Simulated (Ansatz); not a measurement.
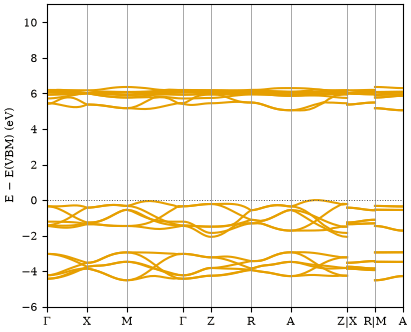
Figure: Band structure from r²SCAN (plane waves, PAW; program Ansatz)

Question: Read off the gap and where the band edges lie.

Answer: About 5.0 eV (5.05 eV by a search for the band edges); maximum on the A–Z line, 45 % of the way from A, minimum on the A–Z line, 17 % of the way from A.

Question: Pick the material that matches.
A. LaOF, P4/nmm (La on 2c, O on 2b, F on 2a)
B. ZrO2, rutile
C. SiO2, rutile
D. TeO2, P4_12_12 (Te on 4a, O on 8b)

Answer: A, LaOF, P4/nmm (La on 2c, O on 2b, F on 2a)

The workflow started from a Materials Project entry (that database holds measured and hypothetical structures alike); the Crystallography Open Database copy checked does not list it. COD files the formula under space group No. 166. Whether it is the stable phase at ambient conditions was not checked. The r²SCAN relaxation kept the symmetry of its start; its stability against distortions is not shown here. Spin–orbit coupling is left out wherever it is not named.

Potentials: the later of the program's two PAW sets.
